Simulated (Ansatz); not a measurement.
**H₃S+ (triplet): one geometry, many settings at distance S1–H3 = 4.029 Å**

Aim: run H₃S+ (triplet) at one geometry under a spread of methods and options, and see what each costs and gives.

Computed with Ansatz 0.2.0, Gaussian basis. Level: the settings change from run to run.

23 further runs of the same task are left out: 1 for a mislabelled method, 16 that didn't finish, 6 set aside as unsound or not needed.

### 1 The geometry

The geometry derives from a PBE0/def2-TZVP stationary point (not a proven minimum). One bond is set to the value named and the two fragments are kept rigid.

4 atoms, charge 1, spin multiplicity 3.

Atoms are counted from 1 here; the program's logs count them from 0.

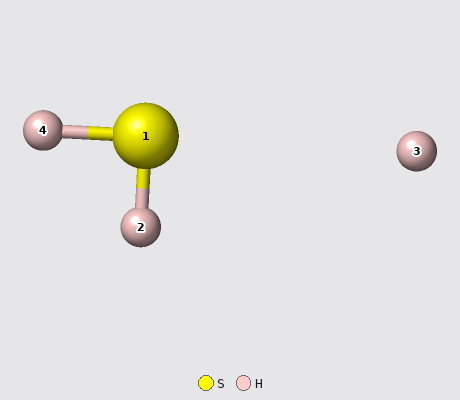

The geometry (sulfur yellow, hydrogen pink); atoms are numbered from 1 in the order of the file.

Coordinates:

```xyz
4

S     0.0000   -0.0392   -0.0721
H     0.0000    1.3183   -0.0721
H     0.0000   -0.0341    3.9569
H     0.0000   -0.0373   -1.5922
```

### 2 NEVPT2(4,3)/cc-pVDZ

Input file in.yaml:

```yaml
crystal:
  periodic: [false, false, false]
  atoms:
    - {symbol: S, position_ang: [0.000000, -0.039195, -0.072068]}
    - {symbol: H, position_ang: [0.000000, 1.318285, -0.072068]}
    - {symbol: H, position_ang: [0.000000, -0.034130, 3.956929]}
    - {symbol: H, position_ang: [0.000000, -0.037284, -1.592195]}
basis:
  gaussian: {orbitals: cc-pVDZ}
total_charge: 1
magnetization: {spin_polarized: false, initial_magnetization: 2}
correlation: {method: sc_nevpt2, electrons: outside_noble_gas, active_space: {window: {electrons: 4, orbitals: 3}}}
scf: {lower_state_search: light}
```

The run is started by

```bash
$ ansatz run in.yaml --threads 1 --pin off --events-out ev --progress --plain --max-ram 2393MiB
```

The log of the run:

```text
Functional definition: HF
  name "HF"
  cite "Fock, Z. Phys. 61, 126 (1930) doi:10.1007/BF01340294"
  parent pbe
  exchange = exact_x
  correlation = 0
325 factors; integrals over basis functions are off by at most 1.4e-3 eV
mean field evaluation 1: about -10852.2744 eV, gradient 1.0e1 eV
mean field evaluation 2: about -10852.2933 eV, gradient 1.0e1 eV
mean field evaluation 4: about -10852.9374 eV, gradient 1.3e0 eV
mean field evaluation 8: about -10852.9697 eV, gradient 1.2e-1 eV
mean field -10852.96993218 eV, -398.8392886003 hartree, gradient 4.4e-6 eV, S^2 2.000000; 0 other end points of the search recorded, 0 dependent functions left out
reference -10852.96993218 eV, -398.8392886003 hartree; 10, 8 occupied and 23, 25 virtual orbitals, 325 factors
state -10852.96993218 eV, -398.8392886003 hartree
state -10852.96993218 eV, -398.8392886003 hartree; corrected -10856.24279792 eV, -398.9595641979 hartree
WARN: 1 active orbitals are nearly empty or full. The corrections depend on them more than the energy does, and are more stable in an active space without them
Total energy: -10856.24279792 eV, -398.9595641979 hartree
```

It took 0.88 s on 1 thread of AMD EPYC, shared host.

From the report: 4 determinants; active occupations 2.00, 1.00, 1.00. The report marks this result as in doubt.

### 3 CISD/def2-mTZVP

Input file in.yaml:

```yaml
crystal:
  periodic: [false, false, false]
  atoms:
    - {symbol: S, position_ang: [0.000000, -0.039195, -0.072068]}
    - {symbol: H, position_ang: [0.000000, 1.318285, -0.072068]}
    - {symbol: H, position_ang: [0.000000, -0.034130, 3.956929]}
    - {symbol: H, position_ang: [0.000000, -0.037284, -1.592195]}
basis:
  gaussian: {orbitals: def2-mTZVP}
total_charge: 1
magnetization: {spin_polarized: false, initial_magnetization: 2}
correlation: {active_space: {ras: {orbitals: [3, 2, 21], electrons: 8, max_holes: 2, max_particles: 2}, fixed_orbitals: true}}
accuracy: high
scf: {lower_state_search: off}
output: {forces: true}
```

Launched as before.

The log of the run (excerpt; [...] marks lines left out):

```text
Functional definition: HF
  name "HF"
  cite "Fock, Z. Phys. 61, 126 (1930) doi:10.1007/BF01340294"
  parent pbe
[...]
534 factors; integrals over basis functions are off by at most 4.1e-9 eV
[...]
mean field -10852.87029045 eV, -398.8356268343 hartree, gradient 1.8e-8 eV, S^2 2.000000; 0 other end points of the search recorded, 0 dependent functions left out
reference -10852.87029045 eV, -398.8356268343 hartree; 10, 8 occupied and 21, 23 virtual orbitals, 534 factors
state -10856.52996656 eV, -398.9701174506 hartree
[...]
Total energy: -10856.52996656 eV, -398.9701174506 hartree
Atom 0 at     0.000000    -0.039195    -0.072068 Å, force    -0.000000    -0.060025    -2.714386 eV/Å
Atom 1 at     0.000000     1.318285    -0.072068 Å, force    -0.000000     0.264646     0.226564 eV/Å
Atom 2 at     0.000000    -0.034130     3.956929 Å, force     0.000000     0.000226    -0.002600 eV/Å
Atom 3 at     0.000000    -0.037284    -1.592195 Å, force     0.000000    -0.204846     2.490422 eV/Å
Dipole moment:     0.000000     0.247010    -0.485653 e Å
Checks for a lower state left out: starts, cluster_reference, orbital_swaps, neighbouring_geometries, increment
```

Wall time 2.7 s (1 thread of AMD EPYC, shared host).

From the report: 19,794 determinants.

### 4 NEVPT2(8,6)/def2-SVP

Input file in.yaml:

```yaml
crystal:
  periodic: [false, false, false]
  atoms:
    - {symbol: S, position_ang: [0.000000, -0.039195, -0.072068]}
    - {symbol: H, position_ang: [0.000000, 1.318285, -0.072068]}
    - {symbol: H, position_ang: [0.000000, -0.034130, 3.956929]}
    - {symbol: H, position_ang: [0.000000, -0.037284, -1.592195]}
basis:
  gaussian: {orbitals: def2-SVP}
total_charge: 1
magnetization: {spin_polarized: false, initial_magnetization: 2}
correlation: {method: sc_nevpt2, electrons: outside_noble_gas, active_space: {window: {electrons: 8, orbitals: 6}}}
```

The command is unchanged.

The log of the run:

```text
Functional definition: HF
  name "HF"
  cite "Fock, Z. Phys. 61, 126 (1930) doi:10.1007/BF01340294"
  parent pbe
  exchange = exact_x
  correlation = 0
317 factors; integrals over basis functions are off by at most 1.6e-3 eV
mean field evaluation 1: about -10848.8295 eV, gradient 1.0e1 eV
mean field evaluation 2: about -10848.8487 eV, gradient 1.0e1 eV
mean field evaluation 4: about -10849.4710 eV, gradient 1.2e0 eV
mean field evaluation 8: about -10849.4943 eV, gradient 1.6e-4 eV
mean field -10849.49426139 eV, -398.7115600546 hartree, gradient 4.2e-6 eV, S^2 2.000000; 0 other end points of the search recorded, 0 dependent functions left out
reference -10849.49426139 eV, -398.7115600546 hartree; 10, 8 occupied and 23, 25 virtual orbitals, 317 factors
state -10850.12160963 eV, -398.7346146772 hartree
state -10850.12160963 eV, -398.7346146772 hartree; corrected -10852.71687727 eV, -398.8299890041 hartree
Total energy: -10852.71687727 eV, -398.8299890041 hartree
```

Run time: 0.95 s. Hardware: 1 thread of AMD EPYC, shared host.

From the report: 100 determinants; active occupations 2.00, 2.00, 1.96, 1.00, 1.00, 0.04.

### 5 CCSDT(Q)/B on UHF/6-31G

Input file in.yaml:

```yaml
crystal:
  periodic: [false, false, false]
  atoms:
    - {symbol: S, position_ang: [0.000000, -0.039195, -0.072068]}
    - {symbol: H, position_ang: [0.000000, 1.318285, -0.072068]}
    - {symbol: H, position_ang: [0.000000, -0.034130, 3.956929]}
    - {symbol: H, position_ang: [0.000000, -0.037284, -1.592195]}
basis:
  gaussian: {orbitals: 6-31G}
total_charge: 1
magnetization: {spin_polarized: true, initial_magnetization: 2}
correlation: {method: ccsdt_q_b, electrons: outside_noble_gas}
```

Same command.

The log of the run (excerpt; [...] marks lines left out):

```text
Functional definition: HF
  name "HF"
  cite "Fock, Z. Phys. 61, 126 (1930) doi:10.1007/BF01340294"
  parent pbe
[...]
379 factors; integrals over basis functions are off by at most 7.2e-8 eV
[...]
mean field -10850.97664350 eV, -398.7660365926 hartree, gradient 1.7e-6 eV, S^2 2.014602; 1 other end points of the search recorded, 0 dependent functions left out
determinant -10850.97664350 eV, -398.7660365926 hartree, with singles and doubles -10852.79363845 eV, -398.8328099253 hartree
determinant -10848.17469085 eV, -398.6630667319 hartree, with singles and doubles -10849.87090039 eV, -398.7254012828 hartree
5 core orbitals not correlated: weight in the atoms' cores, before any rotation towards them, 1.000 or more for the frozen orbitals, at most 0.000 for the correlated occupied ones
reference -10850.97664350 eV, -398.7660365926 hartree; 5, 3 occupied and 9, 11 virtual orbitals, 379 factors
second order -1.33671378 eV of doubles, -0.00000000 eV of singles
cycle   1  -1.63552504 eV  change   -3.0e-1 eV  update   5.0e-2
[...]
cycle  13  -1.83284425 eV  change    4.7e-7 eV  update   6.4e-7
perturbative correction -0.00086763 eV, -0.0000318850 hartree
Total energy: -10852.81035539 eV, -398.8334242615 hartree
```

Wall time 5.5 s (1 thread of AMD EPYC, shared host).

From the report: ⟨S²⟩ of the determinant 2.015 (pure triplet: 2.00); correlation -1.8337 eV; T1 0.011; largest double amplitude 0.08.

### 6 NEVPT2(2,3)/cc-pVDZ

in.yaml: that of step 5 with these lines changed.

```diff
@@ -8,5 +8,5 @@
 basis:
-  gaussian: {orbitals: 6-31G}
+  gaussian: {orbitals: cc-pVDZ}
 total_charge: 1
-magnetization: {spin_polarized: true, initial_magnetization: 2}
-correlation: {method: ccsdt_q_b, electrons: outside_noble_gas}
+magnetization: {spin_polarized: false, initial_magnetization: 2}
+correlation: {method: sc_nevpt2, electrons: outside_noble_gas, active_space: {window: {electrons: 2, orbitals: 3}, states: [{multiplicity: 3, weights: [1, 0.5]}]}}
```

Same command.

The log of the run:

```text
Functional definition: HF
  name "HF"
  cite "Fock, Z. Phys. 61, 126 (1930) doi:10.1007/BF01340294"
  parent pbe
  exchange = exact_x
  correlation = 0
584 factors; integrals over basis functions are off by at most 2.4e-7 eV
mean field evaluation 1: about -10852.2744 eV, gradient 1.0e1 eV
mean field evaluation 2: about -10852.2933 eV, gradient 1.0e1 eV
mean field evaluation 4: about -10852.9374 eV, gradient 1.3e0 eV
mean field evaluation 8: about -10852.9698 eV, gradient 1.2e-1 eV
mean field -10852.96996304 eV, -398.8392897345 hartree, gradient 4.4e-6 eV, S^2 2.000000; 0 other end points of the search recorded, 0 dependent functions left out
reference -10852.96996304 eV, -398.8392897345 hartree; 10, 8 occupied and 23, 25 virtual orbitals, 584 factors
state -10852.93600720 eV, -398.8380418802 hartree
state -10845.00035044 eV, -398.5464118733 hartree
state -10852.93600720 eV, -398.8380418802 hartree; corrected -10856.36540490 eV, -398.9640699211 hartree
state -10845.00035044 eV, -398.5464118733 hartree; corrected -10848.46390081 eV, -398.6736950017 hartree
Total energy: -10853.73157020 eV, -398.8672782813 hartree
```

It took 1.1 s on 1 thread of AMD EPYC, shared host.

From the report: 4 determinants; active occupations (of the averaged states) 1.00, 0.67, 0.33.

### 7 MP2 on UHF/def2-SVPD

Input file in.yaml:

```yaml
crystal:
  periodic: [false, false, false]
  atoms:
    - {symbol: S, position_ang: [0.000000, -0.039195, -0.072068]}
    - {symbol: H, position_ang: [0.000000, 1.318285, -0.072068]}
    - {symbol: H, position_ang: [0.000000, -0.034130, 3.956929]}
    - {symbol: H, position_ang: [0.000000, -0.037284, -1.592195]}
basis:
  gaussian: {orbitals: def2-SVPD, fitting: {mean_field: def2-universal-jkfit}}
total_charge: 1
magnetization: {spin_polarized: true, initial_magnetization: 2}
correlation: {method: mp2, electrons: all}
```

Launched as before.

The log of the run:

```text
Functional definition: HF
  name "HF"
  cite "Fock, Z. Phys. 61, 126 (1930) doi:10.1007/BF01340294"
  parent pbe
  exchange = exact_x
  correlation = 0
182 factors; integrals over basis functions are off by at most 6.9e-1 eV
mean field evaluation 1: about -10848.9771 eV, gradient 8.8e0 eV
mean field evaluation 2: about -10849.6883 eV, gradient 2.8e0 eV
mean field evaluation 4: about -10849.7831 eV, gradient 2.2e-1 eV
mean field -10849.78414189 eV, -398.7222129667 hartree, gradient 1.3e-6 eV, S^2 2.015100; 0 other end points of the search recorded, 0 dependent functions left out
reference -10849.78414189 eV, -398.7222129667 hartree; 10, 8 occupied and 41, 43 virtual orbitals, 182 factors
second order -3.60558046 eV of doubles, -0.00000000 eV of singles
Total energy: -10853.38972235 eV, -398.8547156047 hartree
```

Wall time 0.56 s (1 thread of AMD EPYC, shared host).

From the report: ⟨S²⟩ of the determinant 2.015 (pure triplet: 2.00).

### 8 MP2 on ROHF/cc-pVDZ

in.yaml: that of step 7 with these lines changed.

```diff
@@ -8,5 +8,5 @@
 basis:
-  gaussian: {orbitals: def2-SVPD, fitting: {mean_field: def2-universal-jkfit}}
+  gaussian: {orbitals: cc-pVDZ}
 total_charge: 1
-magnetization: {spin_polarized: true, initial_magnetization: 2}
-correlation: {method: mp2, electrons: all}
+magnetization: {spin_polarized: false, initial_magnetization: 2}
+correlation: {method: mp2, electrons: valence}
```

Same command.

The log of the run:

```text
Functional definition: HF
  name "HF"
  cite "Fock, Z. Phys. 61, 126 (1930) doi:10.1007/BF01340294"
  parent pbe
  exchange = exact_x
  correlation = 0
325 factors; integrals over basis functions are off by at most 1.4e-3 eV
mean field evaluation 1: about -10852.2744 eV, gradient 1.0e1 eV
mean field evaluation 2: about -10852.2933 eV, gradient 1.0e1 eV
mean field evaluation 4: about -10852.9374 eV, gradient 1.3e0 eV
mean field evaluation 8: about -10852.9697 eV, gradient 1.2e-1 eV
mean field -10852.96993218 eV, -398.8392886003 hartree, gradient 4.4e-6 eV, S^2 2.000000; 0 other end points of the search recorded, 0 dependent functions left out
mean field evaluation 16: about -10853.0280 eV, gradient 2.7e0 eV
5 core orbitals not correlated: weight in the atoms' cores, before any rotation towards them, 1.000 or more for the frozen orbitals, at most 0.000 for the correlated occupied ones
reference -10852.96993218 eV, -398.8392886003 hartree; 5, 3 occupied and 23, 25 virtual orbitals, 325 factors
second order -3.26625522 eV of doubles, -0.08277193 eV of singles
Total energy: -10856.31895933 eV, -398.9623630783 hartree
```

Run time: 0.76 s. Hardware: 1 thread of AMD EPYC, shared host.

### 9 CCSD/cc-pVDZ

in.yaml: that of step 8 with these lines changed.

```diff
@@ -10,3 +10,5 @@
 total_charge: 1
-magnetization: {spin_polarized: false, initial_magnetization: 2}
-correlation: {method: mp2, electrons: valence}
+magnetization: {spin_polarized: true, initial_magnetization: 2}
+hamiltonian: {xc: {name: B3LYP}}
+correlation: {method: ccsd, electrons: valence}
+accuracy: high
```

Same command.

The log of the run (excerpt; [...] marks lines left out):

```text
Functional definition: B3LYP
  name "B3LYP"
  cite "Stephens, Devlin, Chabalowski & Frisch, J. Phys. Chem. 98, 11623 (1994) doi:10.1021/j100096a001"
  cite "Becke, Phys. Rev. A 38, 3098 (1988) doi:10.1103/PhysRevA.38.3098"
  cite "Lee, Yang & Parr, Phys. Rev. B 37, 785 (1988) doi:10.1103/PhysRevB.37.785"
  cite "Vosko, Wilk & Nusair, Can. J. Phys. 58, 1200 (1980) doi:10.1139/p80-159"
[...]
636 factors; integrals over basis functions are off by at most 3.9e-9 eV
[...]
mean field -10871.61823276 eV, -399.5246010064 hartree, gradient 9.2e-8 eV, S^2 2.003934; 0 other end points of the search recorded, 0 dependent functions left out
5 core orbitals not correlated: weight in the atoms' cores, before any rotation towards them, 1.000 or more for the frozen orbitals, at most 0.000 for the correlated occupied ones
reference -10852.92418715 eV, -398.8376075016 hartree; 5, 3 occupied and 23, 25 virtual orbitals, 636 factors
second order -3.32204660 eV of doubles, -0.10084939 eV of singles
cycle   1  -3.87622784 eV  change   -4.5e-1 eV  update   4.5e-2
[...]
cycle  23  -4.04411717 eV  change   4.3e-10 eV  update  6.5e-10
Total energy: -10856.96830432 eV, -398.9862260663 hartree
```

Wall time 6 s (1 thread of AMD EPYC, shared host).

From the report: ⟨S²⟩ of the determinant 2.004 (pure triplet: 2.00); correlation -4.0441 eV; T1 0.011; largest double amplitude 0.07. The orbitals are Kohn-Sham ones, so correlation energy and T1 don't compare with those on Hartree-Fock orbitals.

### 10 All runs side by side

Where basis and cores are those of an earlier UCCSDT(Q)/cc-pVDZ run (-10857.1244 eV), and the state is the same kind, the miss against it is given. † marks a result that the program doubts.

| level | correlated | functions | energy (eV) | from UCCSDT(Q) (meV) | time |
| --- | --- | --- | --- | --- | --- |
| NEVPT2(4,3)/cc-pVDZ † | outside noble gas | 33 | -10856.2428 | 881.6 | 0.88 s |
| CISD/def2-mTZVP | outside noble gas | 31 | -10856.5300 |  | 2.7 s |
| NEVPT2(8,6)/def2-SVP | outside noble gas | 33 | -10852.7169 |  | 0.95 s |
| CCSDT(Q)/B on UHF/6-31G | outside noble gas | 19 | -10852.8104 |  | 5.5 s |
| NEVPT2(2,3)/cc-pVDZ (mean of several states) | outside noble gas | 33 | -10853.7316 |  | 1.1 s |
| MP2 on UHF/def2-SVPD | all | 51 | -10853.3897 |  | 0.56 s |
| MP2 on ROHF/cc-pVDZ | valence | 33 | -10856.3190 | 805.4 | 0.76 s |
| CCSD/cc-pVDZ (on B3LYP orbitals) | valence | 33 | -10856.9683 | 156.1 | 6 s |

### 11 Results

| quantity | value |
| --- | --- |
| runs | 8 |
| quickest | MP2 on UHF/def2-SVPD, 0.56 s |
| slowest | CCSD/cc-pVDZ (on B3LYP orbitals), 6 s |

**Reading.** Total energies in different bases, with other cores or another treatment of relativity can't be set against each other. CCSD/cc-pVDZ (on B3LYP orbitals) took 11 times as long as MP2 on UHF/def2-SVPD; the jobs differ in more than the method. Among the correlated runs with a miss given, it spans +156 to +882 meV. Cores frozen from Kohn-Sham orbitals shift the total energy.
